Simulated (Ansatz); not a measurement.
## Electronic structure of CH$_{2}$FGe (charge +1) in real space

```yaml
atoms:
  - { symbol: C, position_ang: [-0.0315, -0.1668, -0.6760] }
  - { symbol: F, position_ang: [-0.0921, -0.4369, 0.7651] }
  - { symbol: Ge, position_ang: [0.9351, 1.2846, 0.2360] }
  - { symbol: H, position_ang: [0.5034, -0.9943, -1.1640] }
  - { symbol: H, position_ang: [-1.0567, -0.0280, -1.0485] }
```

Geometry: PBE0-D3(BJ)/def2-SVP.

These are results of isolated molecule in a Gaussian basis; Kohn-Sham density functional theory, functional PBE0 (Ansatz), not measurements.

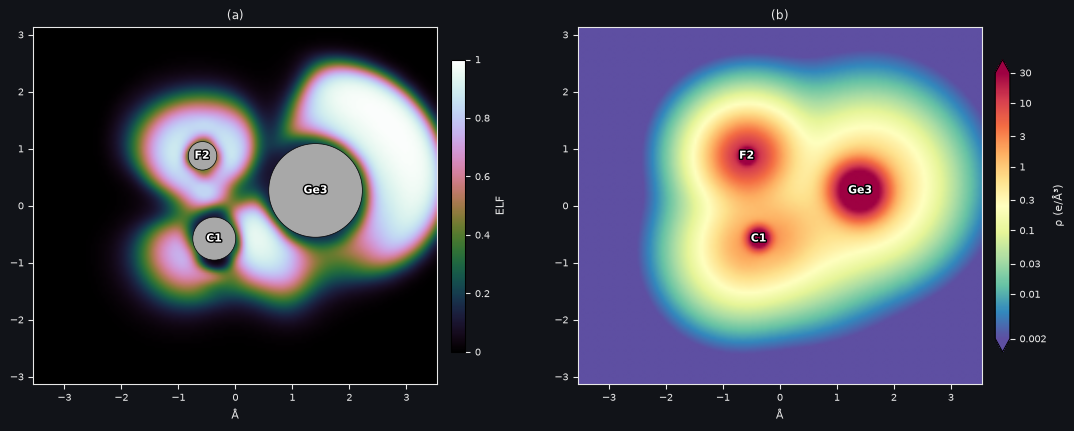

Figure 1. (a) electron localisation function; (b) total electron density on the plane of atoms C1, F2 and Ge3. Grey discs cover the atomic cores in the ELF map.

**Describe what can be read from this map.**

The plane passes through C, F and Ge nuclei.
C–F (1.47 Å): the density is about 1.6 e/Å³ at the midpoint, with its minimum of 1.3 e/Å³ about 0.5 Å from C; the ELF peaks at about 0.85 between the atoms, as expected for a polar covalent bond.
C–Ge (1.97 Å): ρ is about 0.84 e/Å³ halfway; the ELF peaks at about 0.90 in the valence shell of C, 0.7 Å from its nucleus, and is about 0.65 at the midpoint.
Ge–F (2.07 Å): the density is about 0.46 e/Å³ at the midpoint; the ELF is about 0.15 at the midpoint.
The ELF also peaks beside F2, away from the bonds: lone-pair regions.

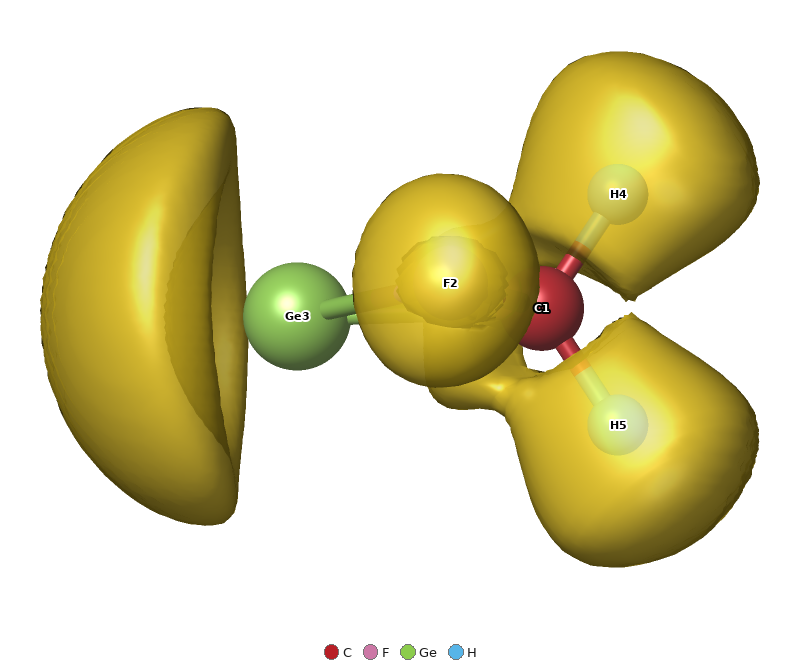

Figure 2. Isosurface of the electron localisation function at 0.75 (yellow), seen from one side. Only the valence region is drawn (cores and ρ < 0.01 e/Å³ removed).

**Where are the electrons localised?**

At this value the surface marks out one region on F in which the atom's valence shell and bonds are merged, one lobe on Ge, pointing away from the bonds (lone pairs) and one joined region spread over several atoms (C, H), in which their bonds and any lone pairs are merged.

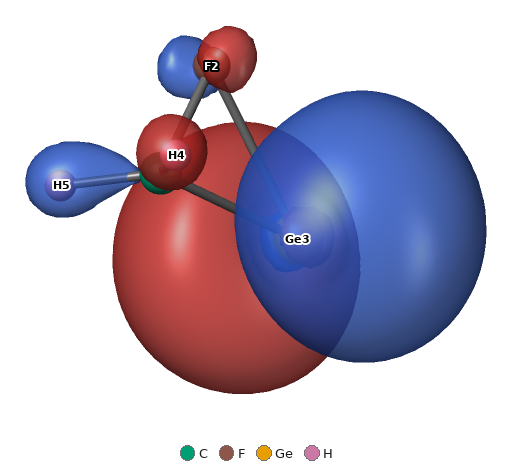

Figure 3. One frontier orbital at ±0.1 Å⁻³ᐟ² (red and blue are the two phases), seen at an oblique angle.

**Which orbital is it: HOMO or LUMO?**

The LUMO, at −9.28 eV. By Hirshfeld shares it lies mainly on Ge3 (about 90 %).
